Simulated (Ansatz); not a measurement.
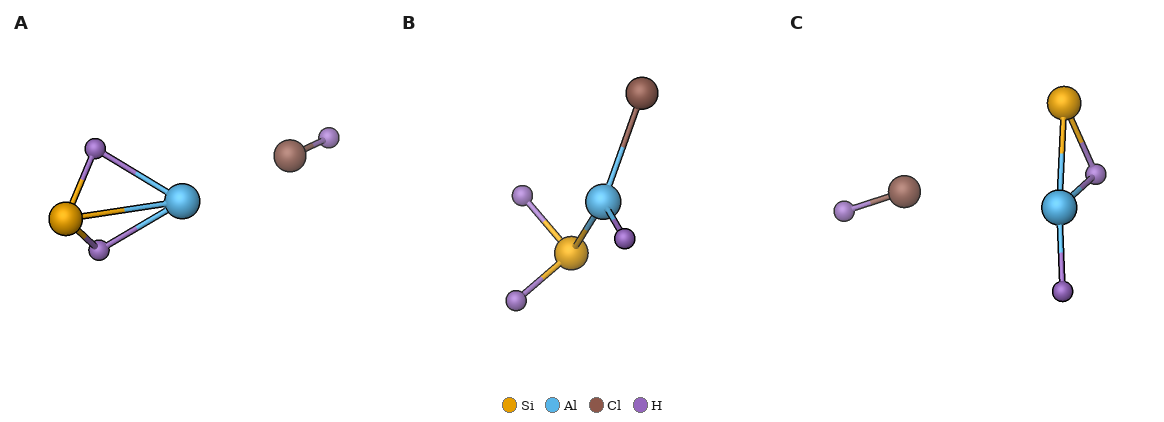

3 stationary structures of one formula. The species has charge −1 and is a spin singlet. Geometries: PBE-D4/def2-SVPD. Electronic energies: PBE-D4/def2-SVPD (Ansatz 0.2.0), without zero-point energy. No frequency run is at hand to confirm each as a minimum.

**Which is lowest in energy, and by how much?**

B is lowest (C1); A lies 279.0 kJ/mol above it, C lies 315.7 kJ/mol above it (C1).
